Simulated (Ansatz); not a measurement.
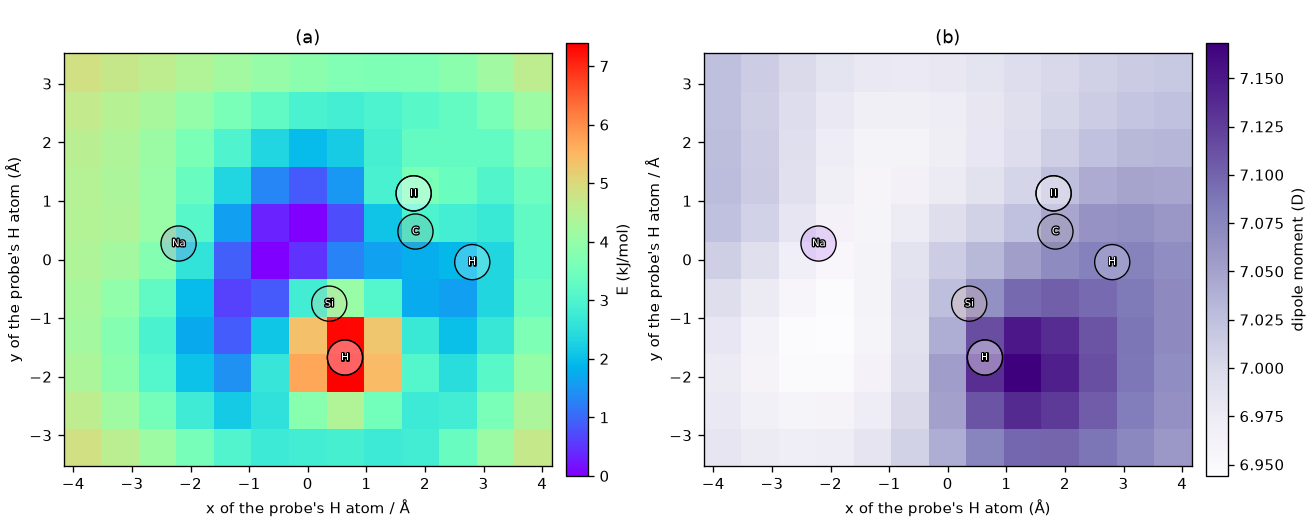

CH₅NaSi (SMILES C[SiH2][Na]) with the probe H2. 
- The probe is moved over a plane parallel to the molecule's main plane, 2.87 Å above it.
- Coordinates scanned: (1) x of the probe's H atom; (2) y of the probe's H atom.
- Nothing is relaxed (molecule and probe rigid, the probe upright with H nearest the plane).
- The grid has 13 × 11 points.
- Points are written as (first, second).
- All energies are given in kJ/mol relative to the lowest grid point.
- Level of theory: RKS PBE0-D4/def2-SVPD in Ansatz.

Panel (a) is the energy and panel (b) the computed dipole moment on the same grid.

In the figure: one coloured cell a grid point, labelled circles for the molecule's atoms, projected on the plane.

How does the dipole moment vary over the map, and what is it at the lowest grid point?

Answer. Leaving out the highest fifth of the energies, it runs from 6.94 D at (−1.92 Å, −1.28 Å) to 7.15 D at (1.92 Å, −1.92 Å). At the lowest grid point, (0.00 Å, 0.64 Å), it is 6.99 D.

```tsv
y of the probe's H atom ↓, x of the probe's H atom →	−3.84	−3.20	−2.56	−1.92	−1.28	−0.64	0.00	0.64	1.28	1.92	2.56	3.20	3.84
3.20	7.02	7.01	7.00	6.99	6.98	6.98	6.98	6.99	7.00	7.00	7.01	7.01	7.02
2.56	7.03	7.01	7.00	6.98	6.97	6.97	6.97	6.98	6.99	7.00	7.01	7.02	7.02
1.92	7.03	7.01	6.99	6.97	6.96	6.96	6.97	6.98	7.00	7.01	7.02	7.03	7.03
1.28	7.03	7.01	6.99	6.97	6.96	6.96	6.98	6.99	7.01	7.03	7.04	7.05	7.05
0.64	7.02	7.01	6.98	6.96	6.96	6.97	6.99	7.01	7.02	7.05	7.06	7.07	7.06
0.00	7.01	6.99	6.97	6.95	6.96	6.99	7.01	7.03	7.05	7.07	7.08	7.08	7.07
−0.64	6.99	6.98	6.96	6.95	6.96	6.99	7.03	7.07	7.10	7.10	7.10	7.09	7.07
−1.28	6.98	6.96	6.95	6.94	6.96	6.99	7.04	7.11	7.15	7.14	7.11	7.09	7.07
−1.92	6.98	6.96	6.95	6.95	6.96	6.99	7.05	7.14	7.17	7.15	7.11	7.09	7.07
−2.56	6.98	6.97	6.96	6.96	6.97	7.00	7.05	7.11	7.14	7.13	7.10	7.08	7.07
−3.20	6.99	6.98	6.97	6.97	6.99	7.01	7.04	7.08	7.10	7.10	7.09	7.07	7.06
```
